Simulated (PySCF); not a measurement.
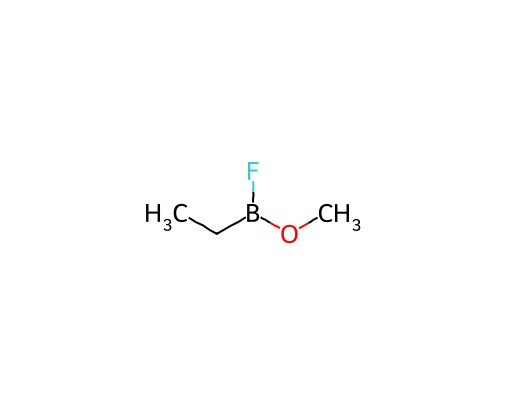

Skeletal drawing of a molecule.

Give its SMILES.

Answer. CCB(F)OC

What is the molecular formula?

Answer. C3H8BFO.

The parts below concern this one geometry. Atoms keep their numbers from picture to picture. The geometry was computed by an optimisation with PBE0-D3(BJ)/def2-SVP. No frequency run is at hand to confirm it as a minimum.

## Geometry

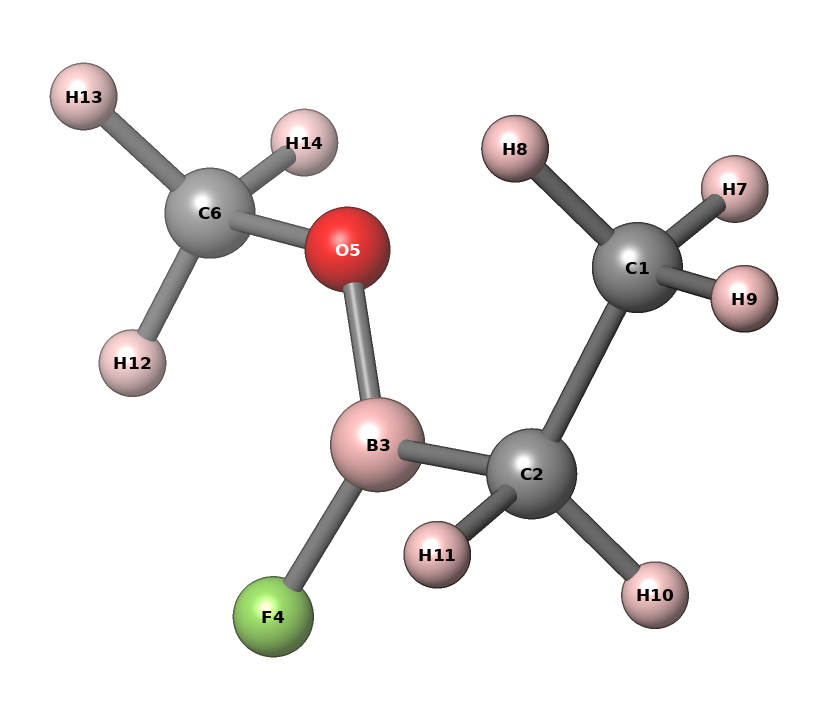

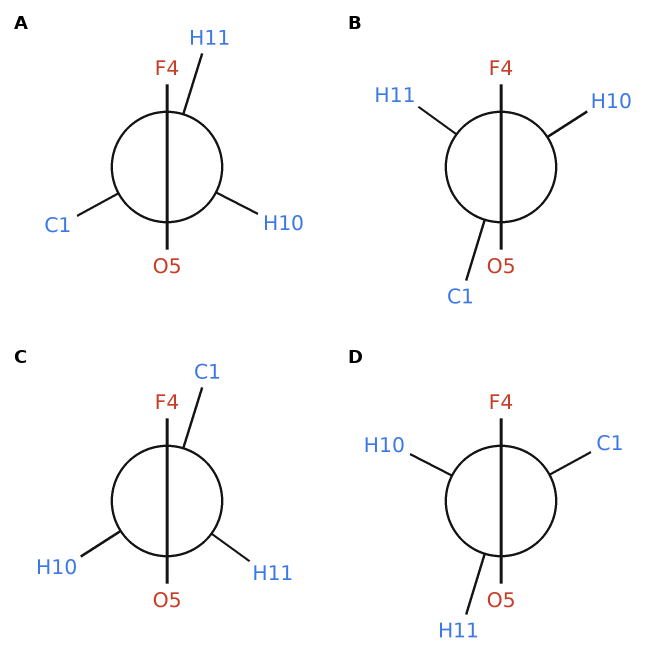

Atoms fade into the background with distance from the viewer. Bonds that would overlap in a projection are set slightly apart. No frequency run is at hand to confirm it as a minimum.

Which Newman projection shows the view along B3–C2, with B3 in front?

Answer. B. The torsion angle F4–B3–C2–C1 is −178°, antiperiplanar (anti).

## Dipole moment

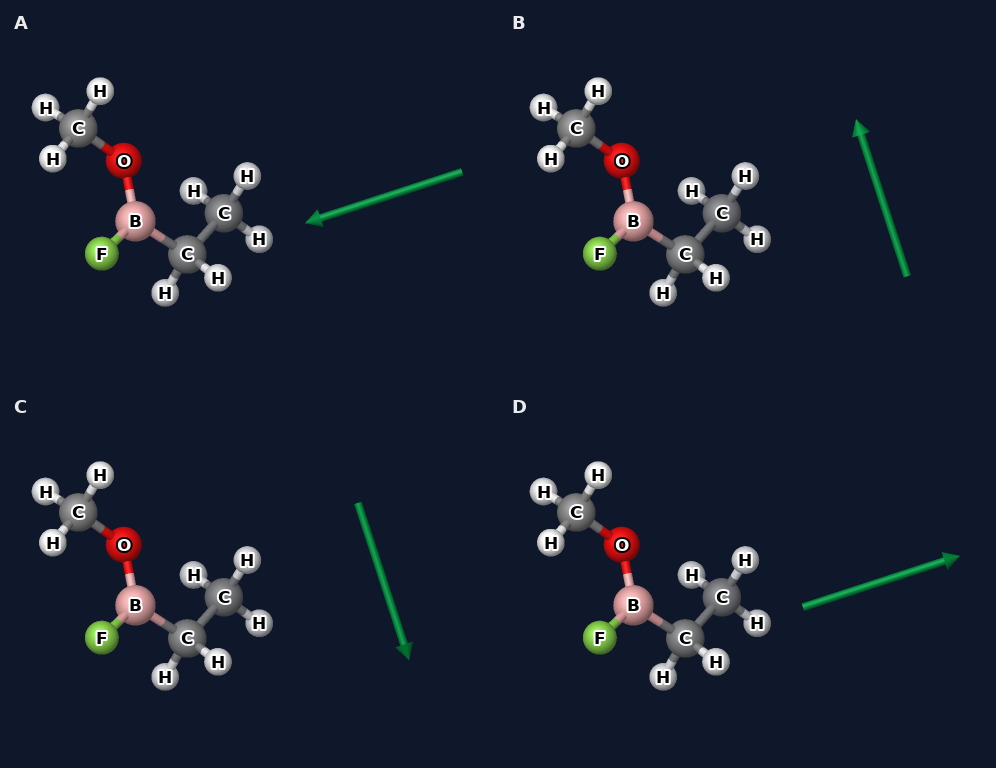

The same molecule four times, each with an arrow. No frequency run is at hand to confirm it as a minimum. Properties computed with PBE0/6-311+G(2d,p), gas phase (PySCF 2.14.0).

Which arrow points along the dipole moment, from the negative to the positive end?

Answer. B. The dipole moment is 0.90 D.

## Bond orders

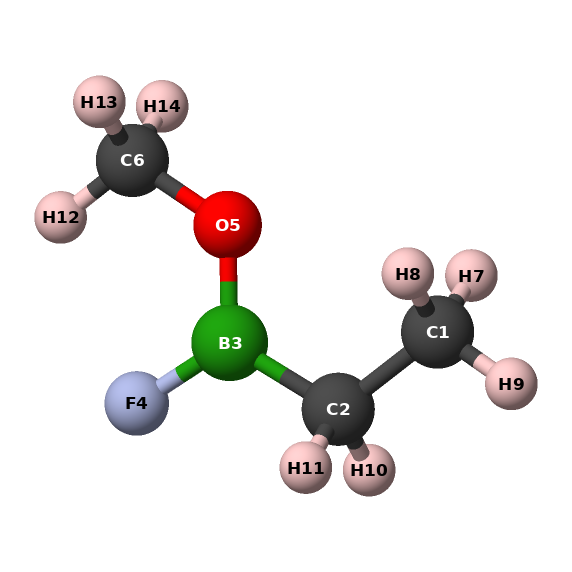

Every bond is drawn as one stick. No frequency run is at hand to confirm it as a minimum. Level of theory: PBE0/pcSseg-2 (PySCF 2.14.0).

Which bond has the highest Mayer bond order?

Answer. B3–O5, 1.25, at a length of 1.346 Å.

List the Mayer bond orders of C1–C2, C1–H7, C1–H8, C1–H9, C2–B3, C2–H10, C2–H11, B3–F4, B3–O5, O5–C6, C6–H12, C6–H13, C6–H14. Atoms whose distances differ by more than 0.02 Å in this geometry are listed apart.

```tsv
bond	Mayer order	length (Å)
C1–C2	0.95	1.522
C1–H7	1.00	1.101
C1–H8	1.00	1.101
C1–H9	1.00	1.101
C2–B3	1.05	1.567
C2–H10	0.96	1.106
C2–H11	0.96	1.106
B3–F4	1.02	1.342
B3–O5	1.25	1.346
O5–C6	0.89	1.407
C6–H12	0.99	1.100
C6–H13	0.99	1.101
C6–H14	0.99	1.101
```

## NMR shielding

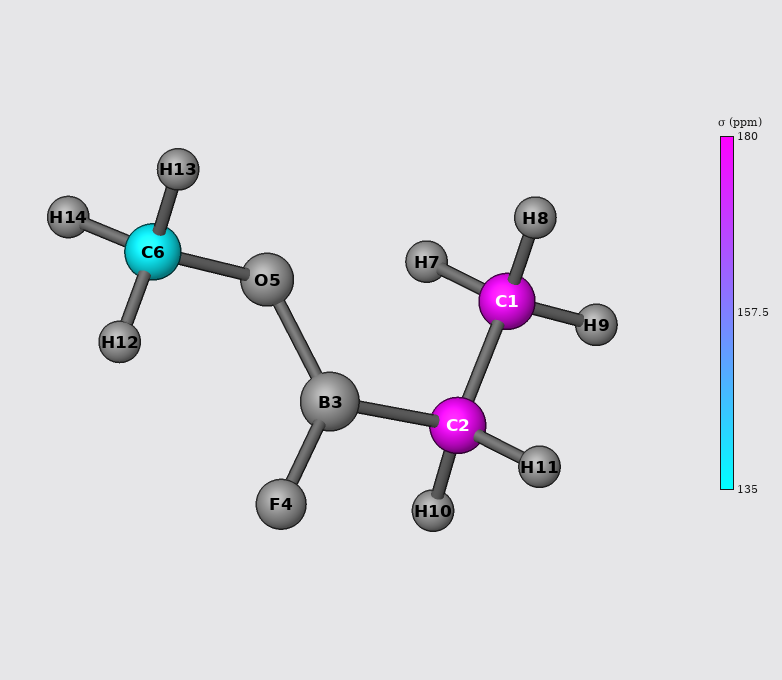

Atoms are coloured by their isotropic NMR shieldings (C only, the others grey). No frequency run is at hand to confirm it as a minimum. Method: GIAO PBE0/6-311+G(2d,p) NMR shielding, non-relativistic, gas phase (PySCF 2.14.0).

Give the isotropic NMR shieldings of the C atoms atom by atom.

```csv
atom,σ (ppm)
C1,178.2
C2,178.5
C6,137.2
```
